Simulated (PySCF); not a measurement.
**C$_{6}$H$_{10}$ (SMILES C#CCCCC): density, localisation and related maps**

Input file:

```
{"job": {"xc": "PBE0", "basis": "pcSseg-1", "kind": "nmr", "pop": true}, "charge": 0, "multiplicity": 1}
C     -3.088685     0.373512     0.395364
C     -2.171646     0.172262    -0.370370
C     -1.056086    -0.080402    -1.275069
C      0.244955    -0.460261    -0.561262
C      0.798978     0.638301     0.334219
C      2.079440     0.237124     1.048318
H     -3.905979     0.552829     1.068680
H     -1.344958    -0.882771    -1.974794
H     -0.890224     0.818687    -1.894795
H      0.073324    -1.372812     0.035153
H      0.992993    -0.727421    -1.327407
H      0.978046     1.543181    -0.273806
H      0.029758     0.920119     1.073275
H      1.917773    -0.642325     1.692431
H      2.458454     1.049777     1.686281
H      2.876257    -0.022366     0.332369
```

Launched as:

```sh
OMP_NUM_THREADS=1 python ens_run.py task.json out
```

Geometry: PBE0-D3(BJ)/def2-SVP.

Theory: PBE0/pcSseg-1, SCF density, gas phase, non-relativistic (PySCF 2.14.0).

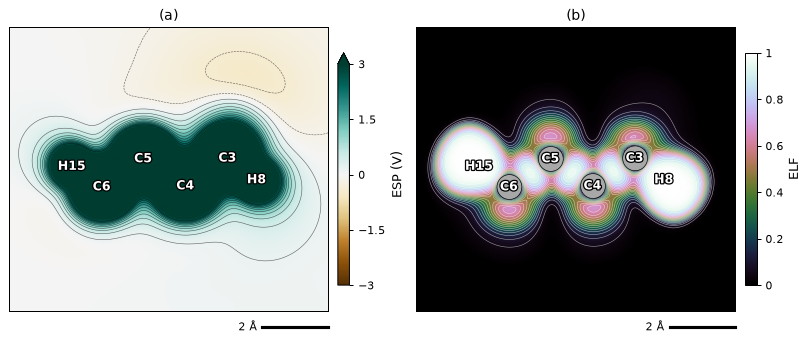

Figure 1. (a) electrostatic potential; (b) electron localisation function on the plane of atoms C5, C6 and H15. Grey discs cover the atomic cores in the ELF map.

Read the bonding off the picture.

The section cuts through C and H sites. C–H (1.10 Å): the ELF climbs to about 1 towards the hydrogen, as it does in any bond to H; a covalent bond by its length. Outside the dense part of the molecule the potential is most negative (−0.5 V) near C2, which lies off the plane.

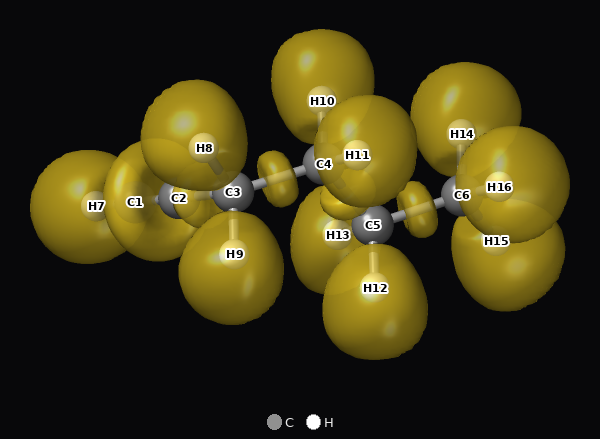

Figure 2. Isosurface of the ELF at 0.8 (yellow), seen from one side. Core shells and regions of very low density are left out.

What do the ELF domains correspond to?

The ELF exceeds this value in five regions between bonded C–C atoms (shared pairs) and ten regions around hydrogen nuclei. Along the contacts the grid gives the following. C–C (1.21 Å): the ELF peaks at about 0.85 between the atoms (a multiple bond). C–H (1.07 Å): the ELF climbs to about 1 towards the hydrogen (an ordinary covalent bond to hydrogen).

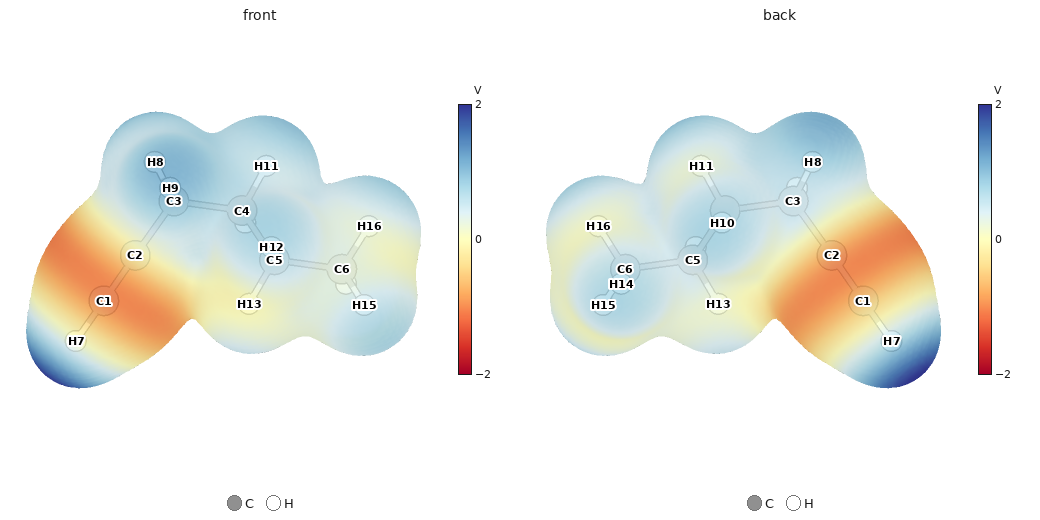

Figure 3. The molecular electrostatic potential painted on the density surface at 0.004 e/bohr³, seen from the front and from behind; the colour scale runs from red (negative) to blue (positive).

Which sites attract a positive test charge, and which a negative one?

A positive charge is drawn to the negative regions and a negative charge to the positive ones. The most negative region (about −1.0 V) lies over C1 and C2, the most positive (about +1.9 V) over H7.

How polar is the molecule by this calculation?

Its dipole moment is 0.72 D.
